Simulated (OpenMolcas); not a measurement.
# AlO (oxoaluminum): the energy, rung by rung

The species is AlO (2 atoms), meant as a doublet with charge 0. SMILES: `[O]=[Al]`. Geometry: a GFN2-xTB relaxation, a rough one for these elements and not checked as a minimum.

| atom | x (Å) | y (Å) | z (Å) |
| --- | --- | --- | --- |
| O | 0.0000 | 0.0000 | 0.0000 |
| Al | 0.0000 | 0.0000 | 1.5700 |

Quantity: the energy change with the O1–Al2 bond stretched from 1.570 to 2.355 Å, in eV. The values are calculated.

```
                level                kind     program  value (eV)  less FCI/STO-3G  CPU time (all runs)
          ROHF/STO-3G        Hartree–Fock  OpenMolcas        1.76            -0.73                5.1 s
           UHF/STO-3G        Hartree–Fock  OpenMolcas        1.52            -0.97                3.2 s
        USVWN5/STO-3G                 LDA  OpenMolcas        3.05            +0.56                6.8 s
      U-r2SCAN/STO-3G            meta-GGA  OpenMolcas        2.53            +0.04                 13 s
        UB3LYP/STO-3G       global hybrid  OpenMolcas        2.37            -0.12                8.3 s
   CASSCF(3,3)/STO-3G      multireference  OpenMolcas        1.35            -1.14                3.6 s
SC-NEVPT2(3,3)/STO-3G      multireference  OpenMolcas        1.74            -0.75                3.4 s
           FCI/STO-3G  exact in the basis  OpenMolcas        2.49             0.00                  4 s
```

FCI/STO-3G is exact within its basis and frozen core, so for wave-function methods in that basis the difference is their error; functionals converge differently with the basis, so for them it is only a difference. The first shape isn't each level's own minimum. The values span 1.35 to 3.05 eV. Spin contamination of the reference (⟨S²⟩ at least 0.1 too high) touches UHF/STO-3G. All rows use very small basis sets, so even the best lies far from the true value. Times are those of the runs behind each value, whatever else they computed, on shared processors of several kinds: orders of magnitude only.

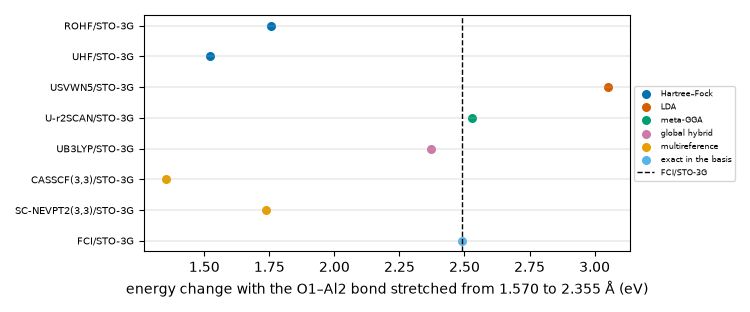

The values of the table, level by level.
